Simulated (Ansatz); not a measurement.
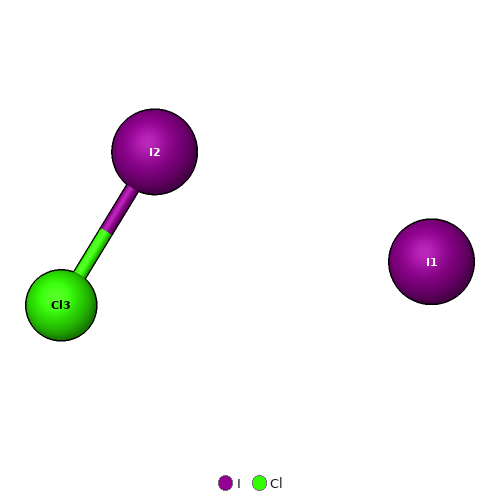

The system is I⁻ + ICl; the picture shows the reference structure. First axis: distance I1–I2. Second axis: distance I2–Cl3. Nothing is relaxed (the angle I1–I2–Cl3 is fixed at 100 degrees). The scan uses a 13 × 13 grid. At 42 points there is no value. Energies are in kcal/mol, from the lowest grid point. The reference is spin-restricted, so regions where a bond is pulled apart into radicals lie too high. The calculation used Ansatz 0.2.0, RKS PBE0-D4/def2-TZVPD.

Its coordinates:

```xyz
3

I    -4.0100    0.0000    0.0000
I     0.0000    0.0000    0.0000
Cl    0.4180    2.3704    0.0000
```

Range: distance I1–I2 from 2.224 to 4.224 Å; distance I2–Cl3 from 1.928 to 3.928 Å.

Predict the map.

The lowest grid point is at distance I1–I2 = 4.010 Å, distance I2–Cl3 = 2.407 Å. The energy also falls towards the edge at distance I1–I2 = 4.224 Å, distance I2–Cl3 = 2.123 Å (10 kcal/mol above the lowest), where a further well may lie outside the range. The highest grid point, distance I1–I2 = 2.224 Å, distance I2–Cl3 = 1.928 Å, lies 230 kcal/mol above the lowest.

```
distance I2–Cl3 ↓, distance I1–I2 →  2.224  2.303  2.419  2.554  2.703  2.865  3.036  3.216  3.405  3.600  3.802  4.010  4.224
                              3.928     48     29     12      3      1      3      8      –     21     27     33     37     40
                              3.714     48      –     11      –      0      –      8      –     20      –      –      –     37
                              3.506     48     29     12      2      0      3      7     13     19     24     28     31     34
                              3.304     49      –     12      –      1      –      7      –     17      –     25      –     29
                              3.109     51     32     14      5      2      4      8     11     15     18     20     22     23
                              2.920     55      –     19      –      6      –      9      –     12      –     15      –     16
                              2.740     63      –     27     17     13     11     10      9      9      9      9      9     10
                              2.569     76      –      –      –     22      –      –      –      5      –      3      –      4
                              2.407     96     77     59     46     34     23     14      7      3      1      0      0      0
                              2.258    124      –     85      –     46      –     17      –      5      –      1      –      –
                              2.123    161    140    113     84     59     40     28     20     15     12     10     10     10
                              2.007    202      –    138      –     79      –     48      –     34      –     30      –     29
                              1.928    230    199    161    128    103     84     71     62     57     54     53     52     52
```

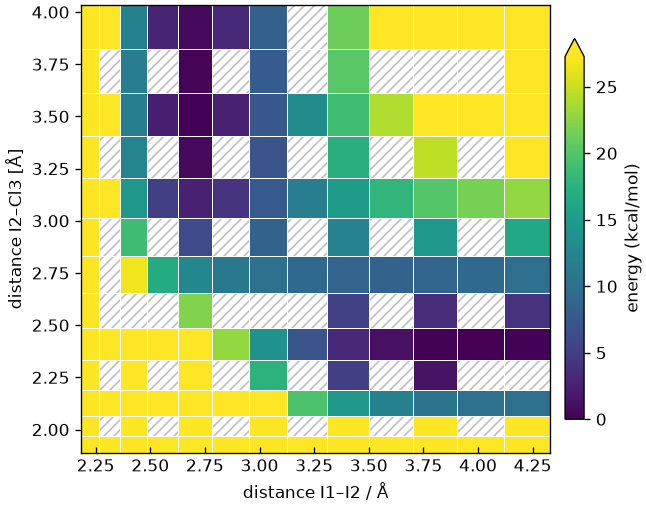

In the figure: one coloured cell a grid point, one colour for all values above the top of the scale, hatched blanks where no value was computed.

Each point was launched as `ansatz run input.yaml --threads 1 --pin off --max-ram 2560MiB --backend cpu --events-out ev --progress --plain --runs-dir out`. Time for the 127 points that were run: 71 min on 1 thread of Arm Neoverse N1, with other jobs on the host.
